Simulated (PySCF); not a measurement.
# [Eu(HCN)]3+: how settings move a single point

Aim: repeat the single point on relaxed [Eu(HCN)]3+ with altered settings, some of them bad on purpose. It is a constructed species; whether it can be made isn't addressed.

The runs use PySCF 2.14.0; PBE, Eu lcecp-1-SVP with ECP52, N def2-SVP, C def2-SVP, H def2-SVP; scalar-relativistic core potentials, no spin–orbit coupling.

3 further runs of the same task are left out: 2 for a known fault of the program, 1 that didn't finish.

### 1 The starting structure

4 atoms, charge 3, spin multiplicity 1.

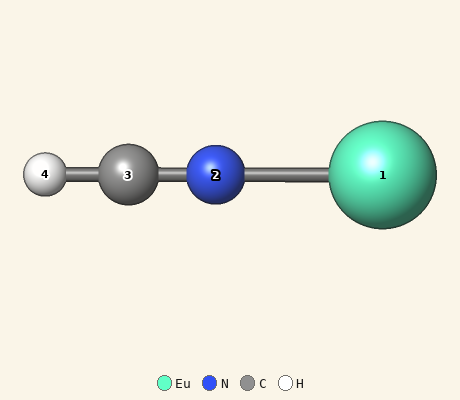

The geometry (europium green, nitrogen blue, carbon grey, hydrogen white); atoms are numbered from 1 in the order of the file.

Geometry (Å):

```xyz
4
CHEuN
Eu    0.00000    0.00000   -0.27714
N     0.00000    0.00000    1.97688
C     0.00000    0.00000    3.15648
H     0.00000    0.00000    4.28117
```

Formal oxidation states: Eu +3. Each metal's 6 4f electrons lie in its core potential, so multiplicities, spins and levels count the valence alone. An earlier session relaxed this geometry at PBE, Eu lcecp-1-SVP with ECP52, N def2-SVP, C def2-SVP, H def2-SVP (singlet, point group C∞v).

The sound run used a (50, 194) grid (finer on f atoms), a threshold of 1e-8 and at most 55 cycles, and ended at -127.259490 Eh.

### 2 Altered run 1

The input, run.py (the lines that set the calculation):

```python
mol = gto.M(atom='''
Eu     0.00000     0.00000    -0.27714
N      0.00000     0.00000     1.97688
C      0.00000     0.00000     3.15648
H      0.00000     0.00000     4.28117''',
    basis={'Eu': 'lcecp-1-SVP', 'N': 'def2-SVP', 'C': 'def2-SVP', 'H': 'def2-SVP'},
    ecp={'Eu': 'lcecp-1-SVP'},
    charge=3, spin=0)
mf = dft.RKS(mol, xc='PBE')
mf.grids.atom_grid = (50, 194)  # f atoms: unpruned, at least (60, 302)
mf = mf.density_fit()  # fitting sets: Eu AutoAux, N def2-universal-JKFIT, C def2-universal-JKFIT, H def2-universal-JKFIT
mf.conv_tol = 1e-06; mf.max_cycle = 55
mf.kernel(dm0)  # dm0: free metal ions and neutral atoms
```

The run is started by

```console
> OMP_NUM_THREADS=2 python run.py
```

The program printed:

```text
init E= -119.027340490788
  HOMO = -1.53897319071788  LUMO = -1.28882292891036  gap/eV = 6.80694
cycle= 1 E= -125.71280120991  delta_E= -6.69  |g|=  2.5  |ddm|= 3.13
cycle= 2 E= -115.345895350791  delta_E= 10.4  |g|= 4.14  |ddm|=  5.3
  HOMO = -1.12097932830996  LUMO = -0.883870183334648  gap/eV = 6.45207
cycle= 3 E= -126.061675325291  delta_E= -10.7  |g|= 2.12  |ddm|= 4.91
  HOMO = -0.978910931785098  LUMO = -0.734220032291984  gap/eV = 6.65838
cycle= 4 E= -126.85925456499  delta_E= -0.798  |g|= 1.24  |ddm|= 2.48
  HOMO = -0.958587257394118  LUMO = -0.768445794459241  gap/eV = 5.17401
cycle= 5 E= -127.253402642011  delta_E= -0.394  |g|= 0.154  |ddm|= 1.03
  HOMO = -0.929460056794792  LUMO = -0.768676026976962  gap/eV = 4.37516
cycle= 6 E= -127.257717289969  delta_E= -0.00431  |g|= 0.0779  |ddm|= 0.208
  HOMO = -0.940697979128739  LUMO = -0.76143615556459  gap/eV = 4.87796
cycle= 7 E= -127.259371618994  delta_E= -0.00165  |g|= 0.0178  |ddm|= 0.0965
  HOMO = -0.939237340560654  LUMO = -0.76420267487335  gap/eV = 4.76294
cycle= 8 E= -127.259487746935  delta_E= -0.000116  |g|= 0.00334  |ddm|= 0.0238
  HOMO = -0.939538961712078  LUMO = -0.763956729630767  gap/eV = 4.77784
cycle= 9 E= -127.259490120124  delta_E= -2.37e-06  |g|= 0.00099  |ddm|= 0.00277
  HOMO = -0.939502485132893  LUMO = -0.763976605065792  gap/eV = 4.77630
cycle= 10 E= -127.259490357978  delta_E= -2.38e-07  |g|= 0.000157  |ddm|= 0.000691
  HOMO = -0.939555581309962  LUMO = -0.763965860200424  gap/eV = 4.77804
Extra cycle  E= -127.259490316712  delta_E= 4.13e-08  |g|= 0.000461  |ddm|= 0.000418
converged SCF energy = -127.259490316712
```

It took 1.9 s on 2 threads of Arm Neoverse V1, shared host.

Changed: the SCF threshold (1e-06). It converges in 10 cycles, at the sound run's energy within 0.001 eV, with a largest force component of 0.00 eV/Å. The result survives the change.

### 3 Altered run 2

run.py (the lines that set the calculation), as its differences from that of step 2:

```diff
@@ -11,3 +11,3 @@
 mf = mf.density_fit()  # fitting sets: Eu AutoAux, N def2-universal-JKFIT, C def2-universal-JKFIT, H def2-universal-JKFIT
-mf.conv_tol = 1e-06; mf.max_cycle = 55
-mf.kernel(dm0)  # dm0: free metal ions and neutral atoms
+mf.conv_tol = 1e-08; mf.max_cycle = 55
+mf.kernel(dm0)  # dm0: smeared density
```

The run is started by

```console
> OMP_NUM_THREADS=2 python run.py
```

The program printed:

```text
init E= -127.222670831794
  HOMO = -0.960158134500609  LUMO = -0.753597438677067  gap/eV = 5.62080
cycle= 1 E= -127.255910443355  delta_E= -0.0332  |g|= 0.0958  |ddm|= 0.11
  HOMO = -0.909844844006912  LUMO = -0.776602852572383  gap/eV = 3.62570
cycle= 2 E= -127.244419985969  delta_E= 0.0115  |g|= 0.216  |ddm|= 0.37
  HOMO = -0.938900034791051  LUMO = -0.765606507122605  gap/eV = 4.71556
cycle= 3 E= -127.259375310898  delta_E= -0.015  |g|= 0.0203  |ddm|= 0.225
  HOMO = -0.939387227240901  LUMO = -0.764179017203689  gap/eV = 4.76766
cycle= 4 E= -127.259463946458  delta_E= -8.86e-05  |g|= 0.0107  |ddm|= 0.0221
  HOMO = -0.93948989806178  LUMO = -0.763891354001191  gap/eV = 4.77828
cycle= 5 E= -127.259490228236  delta_E= -2.63e-05  |g|= 0.00069  |ddm|= 0.00759
  HOMO = -0.939504396455074  LUMO = -0.763960156394468  gap/eV = 4.77680
cycle= 6 E= -127.259490361011  delta_E= -1.33e-07  |g|= 9.94e-05  |ddm|= 0.000959
  HOMO = -0.939520359342622  LUMO = -0.763973102326973  gap/eV = 4.77688
cycle= 7 E= -127.259490363873  delta_E= -2.86e-09  |g|= 1.43e-05  |ddm|= 0.00013
  HOMO = -0.939521653161033  LUMO = -0.76396719699374  gap/eV = 4.77708
Extra cycle  E= -127.259490363663  delta_E= 2.1e-10  |g|= 3.12e-05  |ddm|= 5.07e-05
converged SCF energy = -127.259490363663
```

Wall time 1.7 s (2 threads of Arm Neoverse V1, shared host).

Changed: the starting guess (smeared density). It converges in 7 cycles, at the sound run's energy within 0.001 eV, with a largest force component of 0.00 eV/Å. The result survives the change.

### 4 Altered run 3

run.py (the lines that set the calculation), as its differences from that of step 3:

```diff
@@ -2,3 +2,3 @@
 Eu     0.00000     0.00000    -0.27714
-N      0.00000     0.00000     1.97688
+N      0.00000     0.00000     0.82286
 C      0.00000     0.00000     3.15648
@@ -11,3 +11,3 @@
 mf = mf.density_fit()  # fitting sets: Eu AutoAux, N def2-universal-JKFIT, C def2-universal-JKFIT, H def2-universal-JKFIT
-mf.conv_tol = 1e-08; mf.max_cycle = 55
-mf.kernel(dm0)  # dm0: smeared density
+mf.conv_tol = 1e-08; mf.max_cycle = 58
+mf.kernel(dm0)  # dm0: free metal ions and neutral atoms
```

The run is started by

```console
> OMP_NUM_THREADS=2 python run.py
```

The program printed:

```text
init E= -118.306406292018
  HOMO = -1.26961699548519  LUMO = -1.14251847538867  gap/eV = 3.45853
cycle= 1 E= -123.501031635643  delta_E= -5.19  |g|= 3.17  |ddm|= 4.21
cycle= 2 E= -114.713427844034  delta_E= 8.79  |g|= 5.21  |ddm|=  6.4
  HOMO = -1.08510529050485  LUMO = -0.940810055265554  gap/eV = 3.92647
cycle= 3 E= -118.294712974594  delta_E= -3.58  |g|= 2.96  |ddm|=  5.8
cycle= 4 E= -119.012583898849  delta_E= -0.718  |g|= 1.98  |ddm|= 6.14
  HOMO = -1.07520433851395  LUMO = -0.952686375720225  gap/eV = 3.33388
cycle= 5 E= -118.454619539138  delta_E= 0.558  |g|=  2.9  |ddm|= 6.16
  HOMO = -1.0785072000881  LUMO = -0.958117786623456  gap/eV = 3.27596
cycle= 6 E= -118.443398710599  delta_E= 0.0112  |g|= 2.91  |ddm|= 0.0823
  HOMO = -1.07945252543361  LUMO = -0.986003614591237  gap/eV = 2.54287
cycle= 7 E= -118.45285275878  delta_E= -0.00945  |g|= 2.96  |ddm|= 0.203
  HOMO = -1.10289952490967  LUMO = -0.979412792144068  gap/eV = 3.36025
cycle= 8 E= -118.285379831819  delta_E= 0.167  |g|= 2.96  |ddm|= 0.126
  HOMO = -1.11221923915916  LUMO = -0.967779837791264  gap/eV = 3.93040
cycle= 9 E= -118.244066489367  delta_E= 0.0413  |g|= 2.96  |ddm|= 0.0515
  HOMO = -1.1238191922245  LUMO = -0.956192500896064  gap/eV = 4.56135
cycle= 10 E= -117.787219965127  delta_E= 0.457  |g|= 3.11  |ddm|= 0.47
  HOMO = -1.13455853384702  LUMO = -0.982191019205427  gap/eV = 4.14613
cycle= 11 E= -117.874231345883  delta_E= -0.087  |g|= 3.09  |ddm|= 0.107
  HOMO = -1.1727434551566  LUMO = -0.969810877845317  gap/eV = 5.52208
cycle= 12 E= -117.396890178471  delta_E= 0.477  |g|= 3.21  |ddm|= 0.517
  HOMO = -1.08082236740491  LUMO = -0.977349789990725  gap/eV = 2.81563
cycle= 13 E= -117.8529275775  delta_E= -0.456  |g|= 3.14  |ddm|= 0.75
  HOMO = -1.08368066143873  LUMO = -0.973209168163282  gap/eV = 3.00608
cycle= 14 E= -117.70481029549  delta_E= 0.148  |g|= 3.18  |ddm|= 0.12
cycle= 15 E= -117.492592429026  delta_E= 0.212  |g|=    3  |ddm|= 8.23
  HOMO = -1.03447627436867  LUMO = -0.865435040491155  gap/eV = 4.59985
cycle= 16 E= -124.016211412415  delta_E= -6.52  |g|= 1.16  |ddm|=  4.9
  HOMO = -1.07569973390494  LUMO = -1.03798485193977  gap/eV = 1.02627
cycle= 17 E= -125.392292388756  delta_E= -1.38  |g|= 0.608  |ddm|= 3.83
  HOMO = -0.984939146505639  LUMO = -0.947227471939996  gap/eV = 1.02619
cycle= 18 E= -125.517364177108  delta_E= -0.125  |g|= 0.246  |ddm|= 0.889
  HOMO = -0.980934881855305  LUMO = -0.936033257794864  gap/eV = 1.22184
cycle= 19 E= -125.525310927748  delta_E= -0.00795  |g|= 0.157  |ddm|= 0.188
  HOMO = -0.966269320627092  LUMO = -0.91264687628158  gap/eV = 1.45914
cycle= 20 E= -125.531802686028  delta_E= -0.00649  |g|= 0.101  |ddm|= 0.18
  HOMO = -0.941434038803777  LUMO = -0.875945830196248  gap/eV = 1.78202
cycle= 21 E= -125.53586733105  delta_E= -0.00406  |g|= 0.024  |ddm|= 0.196
  HOMO = -0.932759415758056  LUMO = -0.864615158793035  gap/eV = 1.85430
cycle= 22 E= -125.536114078606  delta_E= -0.000247  |g|= 0.00461  |ddm|= 0.0899
  HOMO = -0.93427567630129  LUMO = -0.866371244511147  gap/eV = 1.84777
cycle= 23 E= -125.536126362992  delta_E= -1.23e-05  |g|= 0.00036  |ddm|= 0.0187
  HOMO = -0.934240913712195  LUMO = -0.866333977654405  gap/eV = 1.84784
cycle= 24 E= -125.536126409387  delta_E= -4.64e-08  |g|= 4.2e-05  |ddm|= 0.000945
  HOMO = -0.934228580187884  LUMO = -0.866322398571411  gap/eV = 1.84782
cycle= 25 E= -125.536126409974  delta_E= -5.86e-10  |g|= 4.47e-06  |ddm|= 8.6e-05
  HOMO = -0.934228567202265  LUMO = -0.866321474245733  gap/eV = 1.84785
Extra cycle  E= -125.536126409973  delta_E= 5.97e-13  |g|= 5.57e-06  |ddm|= 1.25e-05
converged SCF energy = -125.536126409973
```

Wall time 3.3 s (2 threads of Arm Neoverse V1, shared host).

Changed: one atom's place (atom 2 put 1.1 Å from the metal); the cycle limit is 58. It converges in 25 cycles, +46.895 eV from the sound run, with a largest force component of 170.93 eV/Å. The setting is unsound, so these numbers aren't the compound's.

### 5 Altered run 4

The input, run.py (the lines that set the calculation):

```python
mol = gto.M(atom='''
Eu     0.00000     0.00000    -0.27714
N      0.00000     0.00000     1.97688
C      0.00000     0.00000     3.15648
H      0.00000     0.00000     4.28117''',
    basis={'Eu': 'lcecp-1-SVP', 'N': 'def2-SVP', 'C': 'def2-SVP', 'H': 'def2-SVP'},
    ecp={'Eu': 'lcecp-1-SVP'},
    charge=3, spin=0)
mf = dft.RKS(mol, xc='PBE')
mf.grids.atom_grid = (99, 590)  # f atoms: unpruned, at least (60, 302)
mf = mf.density_fit()  # fitting sets: Eu AutoAux, N def2-universal-JKFIT, C def2-universal-JKFIT, H def2-universal-JKFIT
mf.conv_tol = 1e-08; mf.max_cycle = 55
mf.kernel(dm0)  # dm0: free metal ions and neutral atoms
```

The run is started by

```console
> OMP_NUM_THREADS=2 python run.py
```

The program printed:

```text
init E= -119.027349330899
  HOMO = -1.53897315091329  LUMO = -1.28882454052219  gap/eV = 6.80689
cycle= 1 E= -125.712792582581  delta_E= -6.69  |g|=  2.5  |ddm|= 3.13
cycle= 2 E= -115.345727983685  delta_E= 10.4  |g|= 4.14  |ddm|=  5.3
  HOMO = -1.1209598428341  LUMO = -0.883850342588082  gap/eV = 6.45208
cycle= 3 E= -126.061574416951  delta_E= -10.7  |g|= 2.12  |ddm|= 4.91
  HOMO = -0.978898571530294  LUMO = -0.73422470762966  gap/eV = 6.65791
cycle= 4 E= -126.859284679713  delta_E= -0.798  |g|= 1.24  |ddm|= 2.48
  HOMO = -0.958590199552412  LUMO = -0.768443333682043  gap/eV = 5.17416
cycle= 5 E= -127.253411857283  delta_E= -0.394  |g|= 0.154  |ddm|= 1.03
  HOMO = -0.929460668414356  LUMO = -0.768677762824588  gap/eV = 4.37513
cycle= 6 E= -127.257727591291  delta_E= -0.00432  |g|= 0.0779  |ddm|= 0.208
  HOMO = -0.940698737262776  LUMO = -0.761436578189511  gap/eV = 4.87797
cycle= 7 E= -127.259382080193  delta_E= -0.00165  |g|= 0.0178  |ddm|= 0.0965
  HOMO = -0.939238370778323  LUMO = -0.764202603978714  gap/eV = 4.76297
cycle= 8 E= -127.259498200731  delta_E= -0.000116  |g|= 0.00334  |ddm|= 0.0238
  HOMO = -0.939540014200643  LUMO = -0.763956645927443  gap/eV = 4.77787
cycle= 9 E= -127.259500574864  delta_E= -2.37e-06  |g|= 0.00099  |ddm|= 0.00277
  HOMO = -0.939503546319041  LUMO = -0.763976517353691  gap/eV = 4.77633
cycle= 10 E= -127.25950081279  delta_E= -2.38e-07  |g|= 0.000157  |ddm|= 0.000691
  HOMO = -0.939519367974145  LUMO = -0.763970878808931  gap/eV = 4.77692
cycle= 11 E= -127.259500818651  delta_E= -5.86e-09  |g|= 1.85e-05  |ddm|= 0.000127
  HOMO = -0.939524155892801  LUMO = -0.763967444900626  gap/eV = 4.77714
Extra cycle  E= -127.259500818072  delta_E= 5.79e-10  |g|= 4.92e-05  |ddm|= 6.18e-05
converged SCF energy = -127.259500818072
```

Wall time 3.7 s (2 threads of Arm Neoverse V1, shared host).

Changed: the integration grid, to (99, 590). It converges in 11 cycles, at the sound run's energy within 0.001 eV, with a largest force component of 0.00 eV/Å. The result survives the change.

### 6 Results

| run | changed | ending | energy change (eV) | cycles | time | usable |
| --- | --- | --- | --- | --- | --- | --- |
| 1 | the SCF threshold | converged | 0.000 | 10 | 1.9 s | yes |
| 2 | the starting guess | converged | 0.000 | 7 | 1.7 s | yes |
| 3 | one atom's place | converged | +46.895 | 25 | 3.3 s | no |
| 4 | the integration grid | converged | 0.000 | 11 | 3.7 s | yes |

3 of 4 altered runs give a usable result. 1 ended normally with numbers unfit to quote.
